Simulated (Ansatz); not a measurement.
# CH5BrOSi (SMILES C[SiH](O)Br): what the fields show

Input

```
crystal:
  periodic: [false, false, false]
  atoms:
    - {symbol: C, position_ang: [-0.516114, 1.011283, -0.365252]}
    - {symbol: Si, position_ang: [-0.062848, -0.654108, 0.307463]}
    - {symbol: O, position_ang: [1.369150, -0.668239, 1.099837]}
    - {symbol: Br, position_ang: [0.017011, -2.077661, -1.414097]}
    - {symbol: H, position_ang: [-1.493755, 0.972530, -0.850981]}
    - {symbol: H, position_ang: [-0.558482, 1.742921, 0.446106]}
    - {symbol: H, position_ang: [0.215104, 1.350733, -1.102468]}
    - {symbol: H, position_ang: [-1.054866, -1.172524, 1.270787]}
    - {symbol: H, position_ang: [2.173300, -0.551335, 0.591606]}
basis:
  gaussian: {orbitals: def2-TZVPP}
hamiltonian: {xc: pbe0, dispersion: d4}
output: {orbitals: {seedname: orbitals}}
```

Command:

```sh
ansatz run in.yaml --threads 4 --pin off --events-out ev --progress --plain --max-ram 10444MiB
```

Geometry: PBE0-D4/def2-TZVP.

Computed with RKS PBE0-D4/def2-TZVPP (Ansatz 0.2.0).

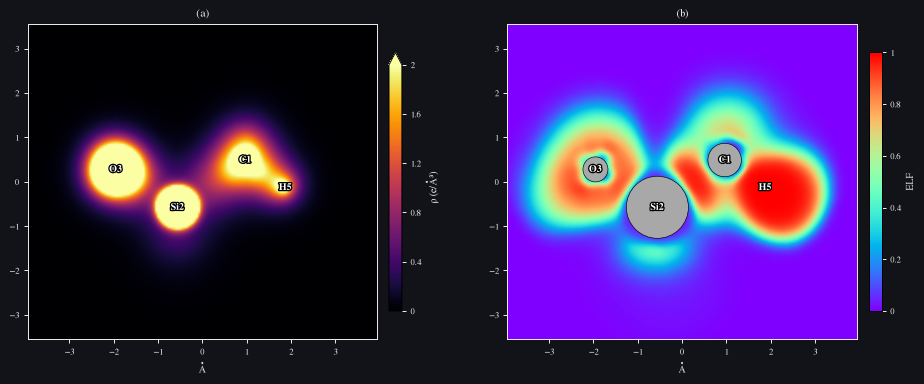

Figure 1. (a) electron density; (b) ELF on the plane of atoms Si2, C1 and H5. Grey discs cover the atomic cores in the ELF map.

**Describe what can be read from this map.**

The plane passes through C, Si, O and H nuclei.
Si–O (1.64 Å): ρ at the midpoint is about 1.2 e/Å³; the ELF peaks at about 0.90 between the atoms; a polar covalent bond.
C–Si (1.85 Å): the density is about 1 e/Å³ at the midpoint; the ELF peaks at about 0.95 between the atoms; a covalent bond.
C–H (1.09 Å): the density is about 2 e/Å³ at the midpoint; the ELF climbs to about 1 towards the hydrogen, as it does in any bond to H; an ordinary covalent bond to hydrogen.
The ELF also peaks beside O3, away from the bonds: lone-pair regions.

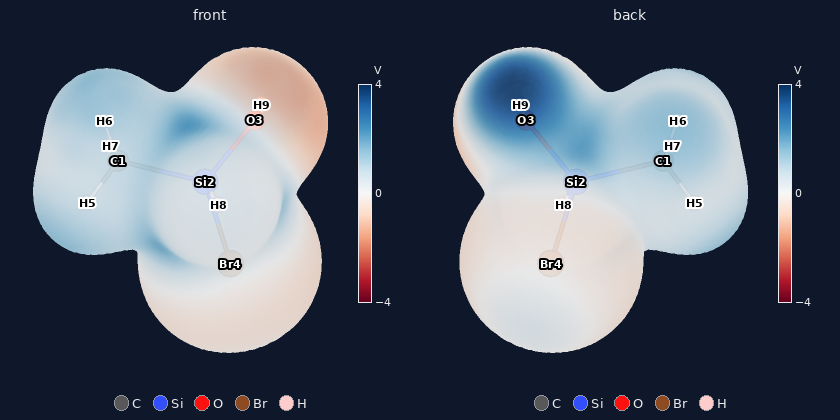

Figure 2. The electrostatic potential painted on the density surface at 0.004 e/bohr³, seen from the front and from behind; red is negative and blue positive.

**Where is the surface potential most negative and most positive?**

The most negative region (about −1.3 V, or −30 kcal/mol for a unit charge) lies over O3, the most positive (about +3.7 V, or +85 kcal/mol for a unit charge) over H9. Br4 shows a σ-hole: about +0.4 V, or +9 kcal/mol for a unit charge at the tip opposite its bond, against about −0.4 V, or −9 kcal/mol for a unit charge on its flanks. O3 is the likeliest acceptor of a hydrogen bond.

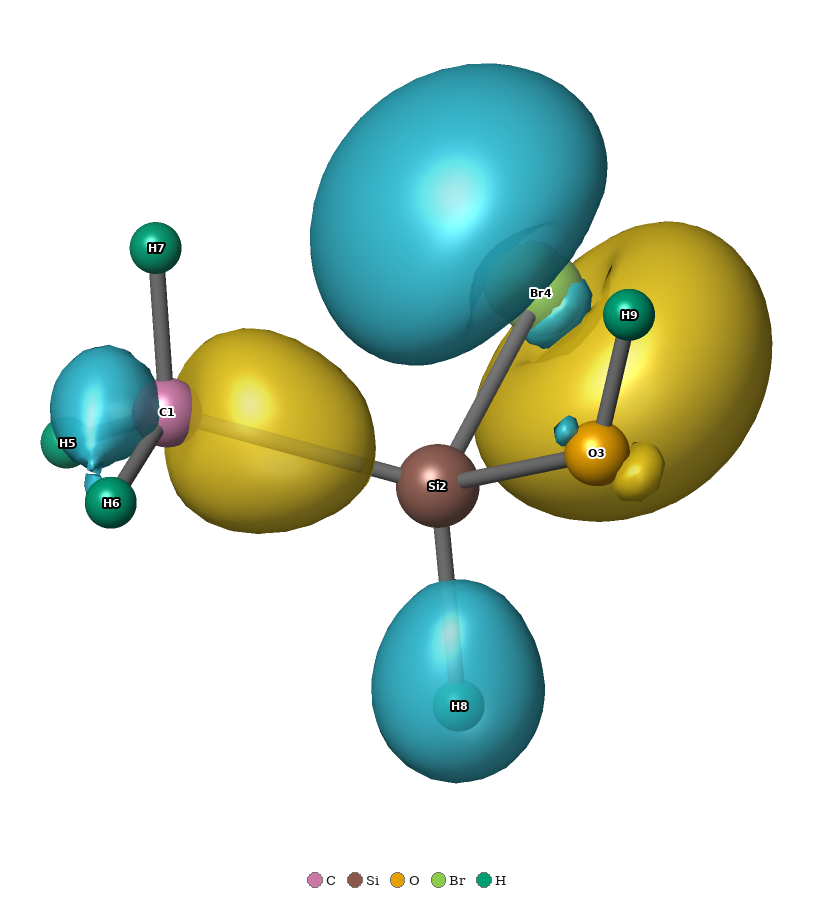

Figure 3. The HOMO at ±0.15 Å⁻³ᐟ² (yellow and cyan are the two phases), seen from one side.

**Describe this orbital and give its energy.**

Its weight (Hirshfeld) is mainly on Br4 (about 75 %), Si2 (about 10 %) and C1 (about 10 %); largely a lone pair of Br4. Its energy is −8.23 eV.
